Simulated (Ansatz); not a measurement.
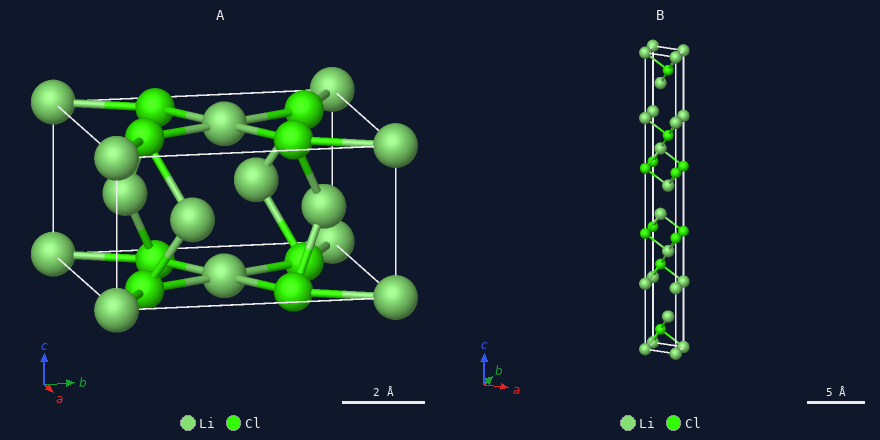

Two structures of Li3Cl2, each relaxed to rest (conventional cells in solid outline, small ones repeated, not to one scale). Method: Ansatz 0.2.0, DFT PBE, scalar-relativistic, plane waves, PAW, without spin polarisation.

What are the two structures?

A: 10 atoms a cell on a primitive tetragonal lattice, P4/mbm. B: 15 atoms a cell on a rhombohedral (trigonal R) lattice, R-3m.

A or B: which is lower in energy?

B is lower, by 185 meV/atom at this level of theory (energies at zero smearing). Volumes: A 19.0, B 19.4 Å³/atom.

One or both may be structure types tried for this composition rather than known phases.
